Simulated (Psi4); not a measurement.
# A workflow on SiHOF2 (SMILES O[Si](F)F)

Wanted: a geometry optimisation (UPBEh-3c/def2-mSVP), then the harmonic vibrations, then a single-point energy (UMP2/cc-pVTZ) of SiHOF2. 

The calculation is run with Psi4 1.11.

## 1. The system as given

SiHOF2: 5 atoms, total charge 0, spin state doublet. As SMILES, `O[Si](F)F`. All atoms were displaced at random from a relaxed shape. The run starts from this shape.

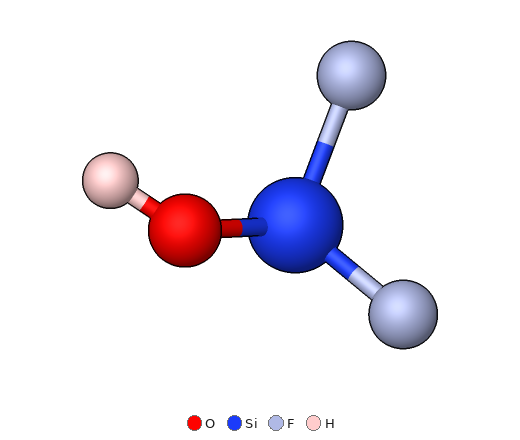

Viewed from a chosen angle; oxygen red, silicon blue, fluorine light blue, hydrogen pink.

## 2. A geometry optimisation at UPBEh-3c/def2-mSVP (density fitting) (run 1)

Input file f2hosi.inp:

```
memory 1600 MB

molecule {
  0 2
  O      0.126427     1.092747    -0.209188
  Si    -0.010215    -0.360036     0.485926
  F      1.367237    -0.924781     0.797554
  F     -0.811533    -1.402287    -0.569332
  H     -0.559567     1.639222    -0.564900
}

set reference uks
set geom_maxiter 60

E, wfn = optimize('pbeh-3c', return_wfn=True)
```

On the command line:

```sh
$ psi4 -i f2hosi.inp -o f2hosi.out -n 1
```

f2hosi.out:

```text
[...]
  Running in c1 symmetry.
[...]
  Nuclear repulsion =  175.999639972248104
[...]
  Multiplicity = 2
[...]
  Nalpha       = 21
  Nbeta        = 20
[...]
    Number of basis functions: 65
[...]
   @DF-UKS iter   1:  -564.06536689389281   -4.91784e-01   1.02333e-02 DIIS/ADIIS
[...]
   @DF-UKS iter   7:  -564.22706001392737   -1.59162e-12   3.53301e-09 DIIS
[...]
   @S^2 Observed:                7.516576215E-01
[...]
  @DF-UKS Final Energy:  -564.22706001392737
   => Energetics <=
    Nuclear Repulsion Energy =            175.1536908690919461
    One-Electron Energy =               -1132.9258718333180695
    Two-Electron Energy =                 423.0719937327569369
    DFT Exchange-Correlation Energy =     -29.5355151988471150
    Empirical Dispersion Energy =           0.0086424163889059
    VV10 Nonlocal Energy =                  0.0000000000000000
    Total Energy =                       -564.2270600139273711
[...]
 Multipole Moments:
 ------------------------------------------------------------------------------------
     Multipole            Electronic (a.u.)      Nuclear  (a.u.)        Total (a.u.)
 ------------------------------------------------------------------------------------
 L = 1.  Multiply by 2.5417464519 to convert [e a0] to [Debye]
 Dipole X            :          0.1905048           -0.9808489           -0.7903441
 Dipole Y            :         -2.6552298            3.3200895            0.6648596
 Dipole Z            :          0.6566583           -0.5745992            0.0820591
 Magnitude           :                                                    1.0360578
[...]
  -Total Gradient:
     Atom            X                  Y                   Z
    ------   -----------------  -----------------  -----------------
       1       -0.000050890800     0.000039762703    -0.000013716078
       2       -0.000018669480     0.000039660015    -0.000023694117
       3        0.000058905196     0.000109300261    -0.000012169799
       4       -0.000025376565     0.000074973905    -0.000033540527
       5       -0.000042047133     0.000063867485     0.000003652250
[...]
    Final optimized geometry and variables:
    Molecular point group: c1
    Full point group: C1
    Geometry (in Angstrom), charge = 0, multiplicity = 2:
    O            0.038358876073     1.520679053769    -0.409968523214
    SI          -0.212721533224     0.062956792033     0.300107806899
    F            1.242892186661    -0.510408677133     0.648553769608
    F           -0.923721525595    -0.970881228858    -0.709317854046
    H           -0.720348387641     2.041697313259    -0.678949167503
    Psi4 run time: 0:00:38.24
[...]
```

Standard output:

```text
Optimizer: Optimization complete!
```

It took 39 s on 1 thread of Intel Xeon 6975P-C (Granite Rapids), shared host; peak memory 0.43 GiB.

Steps, from the record of the run:

```tsv
step	energy from the first frame kept (eV)	largest force (eV/Å)
0	0.0000	5.1942
1	-0.2279	1.7043
2	-0.2630	0.4033
3	-0.2676	0.1211
4	-0.2683	0.0523
5	-0.2686	0.0283
6	-0.2688	0.0135
7	-0.2689	0.0306
8	-0.2688	0.0294
9	-0.2685	0.0097
10	-0.2685	0.0064
```

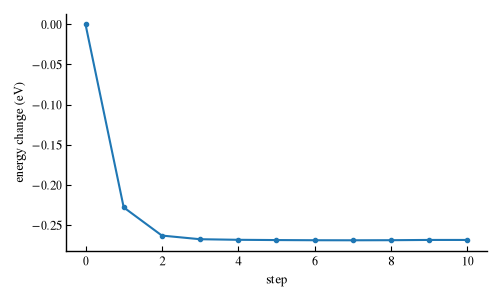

Energy along the run.

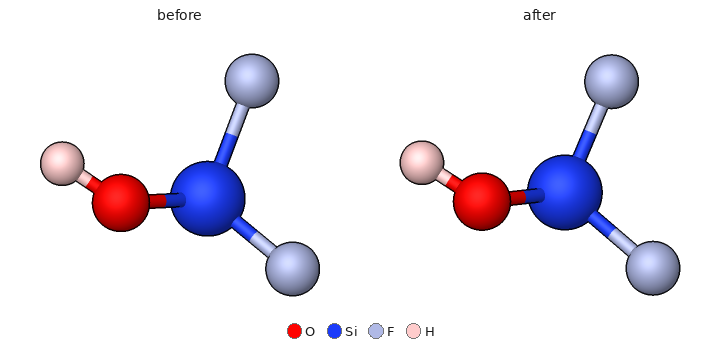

Before and after, at one scale.

After the run. Bond lengths: O1–Si2 1.641 Å, Si2–F3 1.603 Å, Si2–F4 1.610 Å, O1–H5 0.959 Å. Angles: O1–Si2–F3 105.8°, O1–Si2–F4 111.5°, F3–Si2–F4 107.9°, Si2–O1–H5 118.9°.

## 3. The harmonic vibrations at UPBEh-3c/def2-mSVP (density fitting) (run 2)

Input file f2hosi.py:

```python
import psi4

psi4.set_memory('1600 MB')
psi4.set_num_threads(1)
psi4.core.set_output_file('output.dat', False)

geom = psi4.geometry("""
0 2
O      0.33962914     2.07308814    -0.45554116
Si    -0.13484519    -0.68160721     0.88630990
F      2.61586662    -1.76511191     1.54477741
F     -1.47844046    -2.63527788    -1.02122878
H     -1.09412119     3.05766947    -0.96383969
units au
symmetry c1
""")

psi4.set_options({
    'reference': 'uks',
    't': 600.0,
    'rotational_symmetry_number': 1,
})

energy_value = psi4.frequency('pbeh-3c')
print('E =', round(energy_value, 9))
for k in ('ZPVE', 'ENTHALPY', 'GIBBS FREE ENERGY'):
    print(f'{k}: {psi4.variable(k):.8f} Eh')
for k, v in sorted(psi4.core.scalar_variables().items()):
    print(f'{k:45s} {v:18.10f}')
```

On the command line:

```sh
$ python f2hosi.py
```

output.dat:

```text
[...]
  Running in c1 symmetry.
[...]
  Nuclear repulsion =  175.153666597523596
[...]
  Multiplicity = 2
[...]
  Nalpha       = 21
  Nbeta        = 20
[...]
    Number of basis functions: 65
[...]
   @DF-UKS iter   1:  -564.07438767094629   -5.41084e-01   1.01835e-02 DIIS/ADIIS
[...]
   @DF-UKS iter  12:  -564.22705960627923   -2.95586e-12   6.40901e-09 DIIS
[...]
   @S^2 Observed:                7.516579118E-01
[...]
  @DF-UKS Final Energy:  -564.22705960627923
   => Energetics <=
    Nuclear Repulsion Energy =            175.1510908788397671
    One-Electron Energy =               -1132.9221107767793910
    Two-Electron Energy =                 423.0706518855288891
    DFT Exchange-Correlation Energy =     -29.5353348325962415
    Empirical Dispersion Energy =           0.0086432387276634
    VV10 Nonlocal Energy =                  0.0000000000000000
    Total Energy =                       -564.2270596062793402
[...]
  -Total Gradient:
     Atom            X                  Y                   Z
    ------   -----------------  -----------------  -----------------
       1        0.000509618540    -0.000391294469     0.000224409161
       2       -0.000007509412    -0.000027753463    -0.000056667621
       3        0.000050106138     0.000104487378    -0.000014631947
       4        0.000006630771     0.000110544184     0.000014084530
       5       -0.000634854250     0.000532244889    -0.000244315817
[...]
  ==> Harmonic Vibrational Analysis <==
[...]
  Freq [cm^-1]                 177.3503            274.2958            293.0740
[...]
  IR activ [km/mol]            102.6903            31.6789             22.3881
[...]
  Freq [cm^-1]                 400.7069            807.9641            833.7052
[...]
  IR activ [km/mol]            54.0391             190.0466            86.1758
[...]
  Freq [cm^-1]                 973.1054            989.9999           3976.8581
[...]
  IR activ [km/mol]            181.8361            134.6458            147.5588
[...]
  Total E_0, Enthalpy at 0 [K]                                                         -564.20717831 [Eh]
[...]
  Total H, Enthalpy at  600.00 [K]                                                     -564.19211374 [Eh]
[...]
  Total G, Gibbs energy at  600.00 [K]                                                 -564.27400857 [Eh]
[...]
```

Standard output:

```text
Warning: used thermodynamics relations inappropriate for low-frequency modes: ['177.3503' '274.2958' '293.0740' '400.7069']
E = -564.227060014
ZPVE: 0.01988170 Eh
ENTHALPY: -564.19211374 Eh
GIBBS FREE ENERGY: -564.27400857 Eh
CURRENT ENERGY                                   -564.2270600138
CURRENT REFERENCE ENERGY                         -564.2270600138
DD SOLVATION ENERGY                                 0.0000000000
DFT FUNCTIONAL TOTAL ENERGY                      -564.2357024306
DFT TOTAL ENERGY                                 -564.2270600138
DFT VV10 ENERGY                                     0.0000000000
DFT XC ENERGY                                     -29.5355149586
DISPERSION CORRECTION ENERGY                       -0.0012158761
ENTHALPY                                         -564.1921137445
ENTHALPY CORRECTION                                 0.0349462693
FINDIF NUMBER                                      25.0000000000
GIBBS FREE ENERGY                                -564.2740085657
GIBBS FREE ENERGY CORRECTION                       -0.0469485519
GRID ELECTRONS ALPHA                               20.9999634191
GRID ELECTRONS BETA                                19.9999639979
GRID ELECTRONS TOTAL                               40.9999274170
NUCLEAR REPULSION ENERGY                          175.1536665975
ONE-ELECTRON ENERGY                             -1132.9258243235
PBEH3C DISPERSION CORRECTION ENERGY                -0.0012158761
PCM POLARIZATION ENERGY                             0.0000000000
PE ENERGY                                           0.0000000000
SCF ITERATION ENERGY                             -564.2270600138
SCF ITERATIONS                                     12.0000000000
SCF TOTAL ENERGY                                 -564.2270600138
THERMAL ENERGY                                   -564.1940138308
THERMAL ENERGY CORRECTION                           0.0330461830
TWO-ELECTRON ENERGY                               423.0719702540
ZERO K ENTHALPY                                  -564.2071783089
ZPVE                                                0.0198817049
```

Run time: 97 s. Hardware: 1 thread of Intel Xeon 6975P-C (Granite Rapids), shared host; peak memory 0.42 GiB.

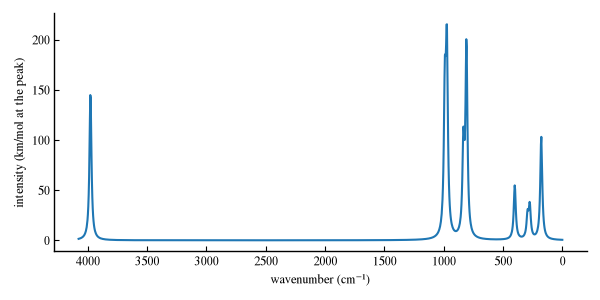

Harmonic infrared spectrum, unscaled, lines broadened by 10 cm⁻¹.

## 4. A single-point energy at UMP2/cc-pVTZ (density fitting, density fitting for correlation) (run 3)

Input file calc.inp:

```
memory 1600 mb

molecule molecule1 {
  0 2
  O
  Si 1 1.640794
  F 2 1.602802 1 105.83835
  F 2 1.610367 3 107.91367 1 119.48818
  H 1 0.958878 2 118.88503 3 -178.62099
  symmetry c1
}

set {
  reference uhf
  freeze_core true
}

result, w = energy("mp2/cc-pVTZ", return_wfn=True)
print_variables()
```

On the command line:

```sh
$ psi4 calc.inp calc.out -n 1
```

calc.out:

```text
[...]
  Running in c1 symmetry.
[...]
  Nuclear repulsion =  175.153687203934652
[...]
  Multiplicity = 2
[...]
  Nalpha       = 21
  Nbeta        = 20
[...]
    Number of basis functions: 138
[...]
   @DF-UHF iter   1:  -563.39308461937526   -9.98615e-01   4.30030e-03 ADIIS/DIIS
[...]
   @DF-UHF iter  13:  -563.52383346872875   -1.51203e-11   9.24511e-09 DIIS
[...]
   @S^2 Observed:                7.529061698E-01
[...]
    Orbital Energies [Eh]
    ---------------------
    Alpha Occupied:
       1A    -68.890917     2A    -26.304540     3A    -26.302944
       4A    -20.595314     5A     -6.228036     6A     -4.338502
       7A     -4.332086     8A     -4.331389     9A     -1.614487
      10A     -1.596991    11A     -1.382595    12A     -0.817282
      13A     -0.746262    14A     -0.725968    15A     -0.700277
      16A     -0.678140    17A     -0.665890    18A     -0.651032
      19A     -0.608890    20A     -0.559979    21A     -0.395383
    Alpha Virtual:
      22A      0.128820    23A      0.162959    24A      0.177493
      25A      0.232196    26A      0.299589    27A      0.387805
[...]
  @DF-UHF Final Energy:  -563.52383346872875
   => Energetics <=
    Nuclear Repulsion Energy =            175.1536872039346520
    One-Electron Energy =               -1133.0356183198882718
    Two-Electron Energy =                 394.3580976472248949
    Total Energy =                       -563.5238334687287534
  UHF NO Occupations:
  HONO-2 :   19  A 1.9997479
  HONO-1 :   20  A 1.9990421
[...]
 Multipole Moments:
 ------------------------------------------------------------------------------------
     Multipole            Electronic (a.u.)      Nuclear  (a.u.)        Total (a.u.)
 ------------------------------------------------------------------------------------
 L = 1.  Multiply by 2.5417464519 to convert [e a0] to [Debye]
 Dipole X            :         -0.5321372            0.9956527            0.4635155
 Dipole Y            :         -0.5659371            1.4255657            0.8596286
 Dipole Z            :          2.6231042           -3.0482221           -0.4251179
 Magnitude           :                                                    1.0651447
[...]
```

It took 3.3 s on 1 thread of Intel Xeon 6975P-C (Granite Rapids), shared host; peak memory 0.34 GiB.

## 5. What came out

| quantity | value |
| --- | --- |
| run 1, UPBEh-3c/def2-mSVP: total energy at the end | -564.22706 Eh |
| run 1, UPBEh-3c/def2-mSVP: dipole moment | 2.63 D |
| run 1, UPBEh-3c/def2-mSVP: HOMO energy (highest over α and β) | -7.85 eV |
| run 1, UPBEh-3c/def2-mSVP: LUMO energy (lowest over α and β) | -2.14 eV |
| run 1, UPBEh-3c/def2-mSVP: ⟨S²⟩ | 0.752 |
| run 2, UPBEh-3c/def2-mSVP: lowest harmonic wavenumber | 177 cm⁻¹ |
| run 2, UPBEh-3c/def2-mSVP: highest harmonic wavenumber | 3977 cm⁻¹ |
| run 2, UPBEh-3c/def2-mSVP: zero-point energy | 52.2 kJ/mol |
| run 2, UPBEh-3c/def2-mSVP: ideal-gas entropy at 600 K (symmetry number 1 as used) | 85.7 cal/(mol K) |
| run 3, UMP2/cc-pVTZ: total energy | -564.36037 Eh |
| run 3, UMP2/cc-pVTZ: HOMO energy (Hartree–Fock orbitals) (highest over α and β) | -10.76 eV |
| run 3, UMP2/cc-pVTZ: LUMO energy (Hartree–Fock orbitals) (lowest over α and β) | 1.18 eV |
| run 3, UMP2/cc-pVTZ: correlation energy (8 core orbitals frozen) | -836.5 mEh |
| run 3, UMP2/cc-pVTZ: ⟨S²⟩ of the reference determinant | 0.753 |

The optimisation (run 1, UPBEh-3c/def2-mSVP) took 11 steps and changed the energy by -0.268 eV. All 9 modes (run 2, UPBEh-3c/def2-mSVP) are real, so the shape is a minimum at this level.
